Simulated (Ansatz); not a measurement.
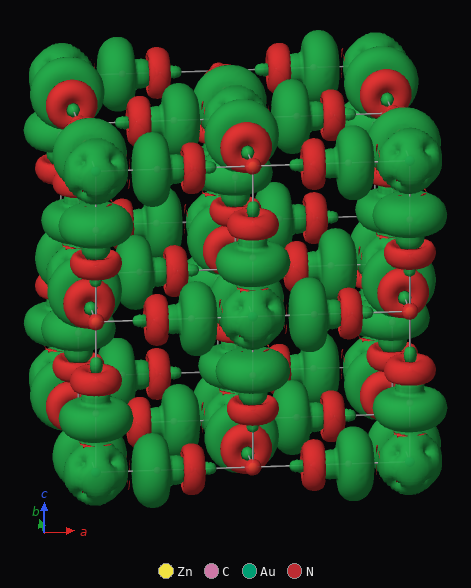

ZnAuC6N6. Isosurfaces of the spin density at +0.003 (green) and −0.003 e/Å³ (red), seen at an oblique angle. Sticks mark near contacts.

Space group Fm-3m; a structure generated by program, which may or may not match a known phase; spin-polarised.

Level of theory: Ansatz, DFT PBE, scalar-relativistic, plane waves, PAW.

Core electrons are frozen (PAW), and the valence fields are smoothed inside the atomic spheres.

ZnAuC6N6, 56 atoms, a = 10.86 Å, b = 10.86 Å, c = 10.86 Å, α = 90.00°, β = 90.00°, γ = 90.00°.

Q: Where is the spin, and how is it ordered?

A: The spin density sits on Au: +0.4 μB (×4) in one cell of 56 atoms: parallel main moments, as they must be, since the calculation's own cell holds one magnetic site. The cell of the calculation (14 atoms) carries 1.0 μB of net spin moment.
